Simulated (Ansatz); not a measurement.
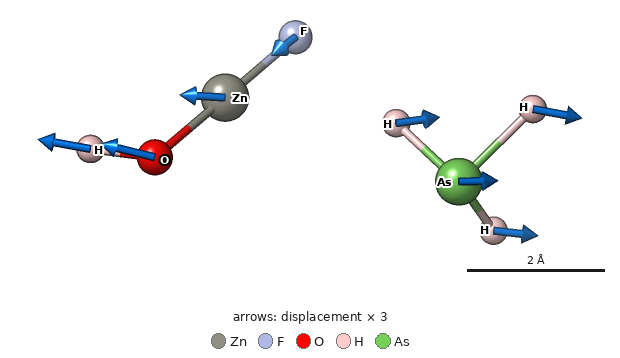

This is a relaxation of ZnAsH4OF. The starting structure is drawn; blue arrows show the displacements, magnified 3 times. The two geometries are superimposed by the best rigid fit.

Style: ball-and-stick. Shown from a free direction.

The run prepares an end point of a later path (reaction) calculation, from a guessed geometry.

Theory: Ansatz, RKS PBE0/def2-SVP. Set-up: no spin polarisation; force threshold 0.03 eV/Å; at most 50 steps.

Q: Describe the change and its energy.

A: The largest move after the best rigid fit is that of the O atom, 0.28 Å. Largest moves by element: O 0.28 Å, H 0.27 Å, Zn 0.23 Å, As 0.20 Å, F 0.18 Å. Some distances before and after: F–Zn 1.772 → 1.744 Å, As–H 1.513 → 1.527 Å. Among the angles between lasting bonds that change: F–Zn–O 179.8° → 176.9°. Over 6 geometry steps the energy falls by 2.85 kJ/mol. The largest force component goes from 0.4 to 0.019 eV/Å.
